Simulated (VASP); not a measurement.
Given:

```
PdS
1.0
    6.35097     0.00000     0.00000
    0.00000     6.35097     0.00000
    0.00000     0.00000     6.52427
Pd S
8 8
Cartesian
  0.00000   3.17548   0.00000
  3.17548   0.00000   3.26214
  0.00000   0.00000   1.63107
  0.00000   0.00000   4.89320
  2.99297   1.63989   0.00000
  3.35800   4.71108   0.00000
  4.71108   2.99297   3.26214
  1.63989   3.35800   3.26214
  1.23531   1.94782   1.48851
  5.11566   4.40315   1.48851
  4.40315   1.23531   4.75065
  1.94782   5.11566   4.75065
  5.11566   4.40315   5.03576
  1.23531   1.94782   5.03576
  1.94782   5.11566   1.77362
  4.40315   1.23531   1.77362
```

All values below come from LDA (Ceperley-Alder, Perdew-Zunger), VASP's LDA PAW potentials (set 64) (plane waves; VASP 6.6.1). Numerical set-up: LREAL = Auto, 400 eV cut-off, 4×4×4 Γ-centred mesh, tetrahedra with Blöchl corrections, potentials Pd S.

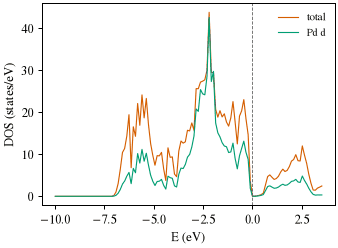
Figure. Total and projected density of states, zero at the valence-band maximum

Within 2 eV below the valence-band maximum the largest weight inside VASP's projection spheres is Pd d, then S p.

The gap is indirect, 0.03 eV, from the valence maximum at Z to the conduction minimum at Γ.

The compound is PdS in the sg84 structure. It was relaxed first.
